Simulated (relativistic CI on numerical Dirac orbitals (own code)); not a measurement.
# Ti³⁺ (3d) in crystal fields: levels and magnetism

Aim: the levels, ground state and powder susceptibility of Ti³⁺ in 6 parametric crystal fields.

Program: relativistic CI on numerical Dirac orbitals (own code) version 1. Level of theory: Dirac-Coulomb-Breit CI, KLI orbitals optimised for each configuration, model QED (radiative potential, 1s self-energy scaled to tabulated hydrogen-like ionisation energies), one configuration in a parametric crystal field. These are calculated values, not measurements, unless marked.

### Step 1. The system

| Quantity | Value |
| --- | --- |
| ion | Ti³⁺ (Ti IV) |
| nuclear charge | 22 |
| electrons | 19 |
| open shell | 3d |
| Slater scale | 1 |
| field 1 (cm⁻¹) | D3d, 10Dq = 26000, Dsigma = 530, Dtau = 300 |
| field 2 (cm⁻¹) | Oh, 10Dq = 12350 |
| field 3 (cm⁻¹) | D3d, 10Dq = 6950, Dsigma = 550, Dtau = -160 |
| field 4 (cm⁻¹) | Td, 10Dq = -7650 |
| field 5 (cm⁻¹) | D4h, 10Dq = 24400, Ds = -1180, Dt = -230 |
| field 6 (cm⁻¹) | D3d, 10Dq = 30300, Dsigma = 1100, Dtau = 120 |

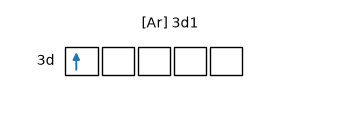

Occupation of the outer shells (arrows by Hund's rule).

### Step 2. Field 1: D3d, 10Dq = 26000, Dsigma = 530, Dtau = 300

The run's settings:

```ini
atom Ti  Z=22  charge=3  electrons=19
nucleus A=48  rms_radius_fm=3.5921
hamiltonian dirac-coulomb  breit=on  qed=on  c_scale=1
orbitals kli  potential=per-configuration
slater_scale 1
correlation none
mixing on
configurations
  [Ar] 3d
end
crystal_field D3d 10Dq=26000 Dsigma=530 Dtau=300
```

### Step 3. Field 2: Oh, 10Dq = 12350

Changes to the settings of step 2:

```diff
@@ -10,2 +10,2 @@
 end
-crystal_field D3d 10Dq=26000 Dsigma=530 Dtau=300
+crystal_field Oh 10Dq=12350
```

### Step 4. Field 3: D3d, 10Dq = 6950, Dsigma = 550, Dtau = -160

Changes to the settings of step 3:

```diff
@@ -10,2 +10,2 @@
 end
-crystal_field Oh 10Dq=12350
+crystal_field D3d 10Dq=6950 Dsigma=550 Dtau=-160
```

### Step 5. Field 4: Td, 10Dq = -7650

Changes to the settings of step 4:

```diff
@@ -10,2 +10,2 @@
 end
-crystal_field D3d 10Dq=6950 Dsigma=550 Dtau=-160
+crystal_field Td 10Dq=-7650
```

### Step 6. Field 5: D4h, 10Dq = 24400, Ds = -1180, Dt = -230

Changes to the settings of step 5:

```diff
@@ -10,2 +10,2 @@
 end
-crystal_field Td 10Dq=-7650
+crystal_field D4h 10Dq=24400 Ds=-1180 Dt=-230
```

### Step 7. Field 6: D3d, 10Dq = 30300, Dsigma = 1100, Dtau = 120

Changes to the settings of step 6:

```diff
@@ -10,2 +10,2 @@
 end
-crystal_field D4h 10Dq=24400 Ds=-1180 Dt=-230
+crystal_field D3d 10Dq=30300 Dsigma=1100 Dtau=120
```

(Steps that only read results are left out.)

What does the calculation give? Wanted: ground spin; most axial ground doublet.

The runs gave:

| field | ground state | degeneracy | S | J | first gap (cm⁻¹) | stabilisation (cm⁻¹) | χT at 2 K | χT at 300 K |
| --- | --- | --- | --- | --- | --- | --- | --- | --- |
| 1: D3d | G4 | 2 | 0.50 | 2.13 | 3523 | -13055 | 0.352 | 0.388 |
| 2: Oh | G8 | 4 | 0.50 | 1.94 | 211 | -4803 | 0.005 | 0.466 |
| 3: D3d | G4 | 2 | 0.50 | 1.96 | 372 | -2748 | 0.138 | 0.475 |
| 4: Td | G8 | 4 | 0.50 | 2.12 | 7588 | -4385 | 0.349 | 0.390 |
| 5: D4h | G7 | 2 | 0.50 | 2.12 | 2324 | -11686 | 0.341 | 0.393 |
| 6: D3d | G4 | 2 | 0.50 | 2.13 | 3986 | -14835 | 0.353 | 0.388 |

χT is in cm³ K/mol; stabilisation counts from the free ion's lowest level; S and J come from the expectation values of their squares.

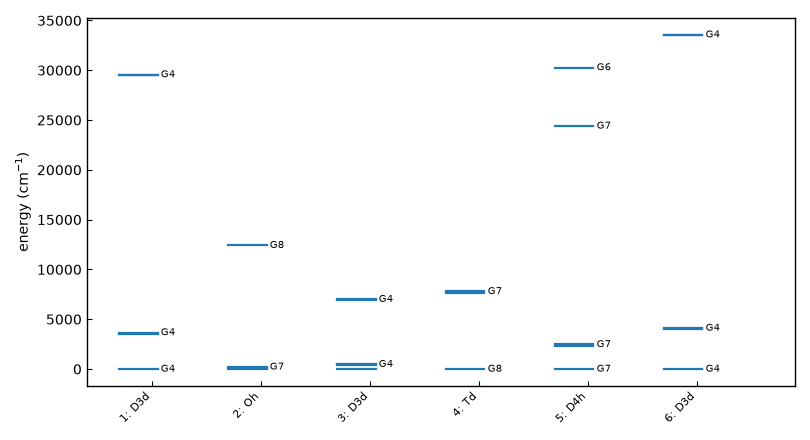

The lowest levels in each field.

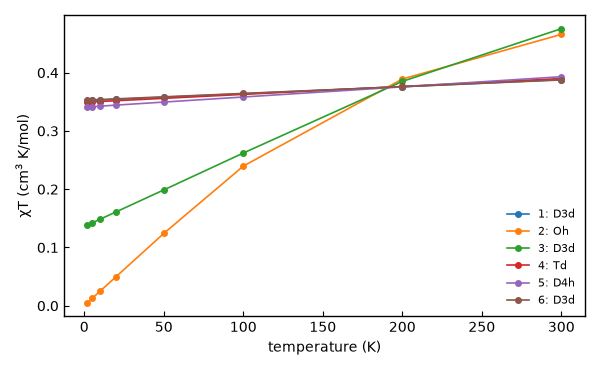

χT against temperature, by Van Vleck's formula.

| quantity | value |
| --- | --- |
| ground spin (effective S from ⟨S²⟩) | 1: 0.50, 2: 0.50, 3: 0.50, 4: 0.50, 5: 0.50, 6: 0.50 |
| χT at 300 K | 0.39 to 0.48 cm³ K/mol |
| most axial ground doublet | field 3, g = 0.88, 0.88, 1.67 |

**Reading.** All fields leave the ground state at S = 1/2. The field is a set of parameters, without covalency or charge transfer.
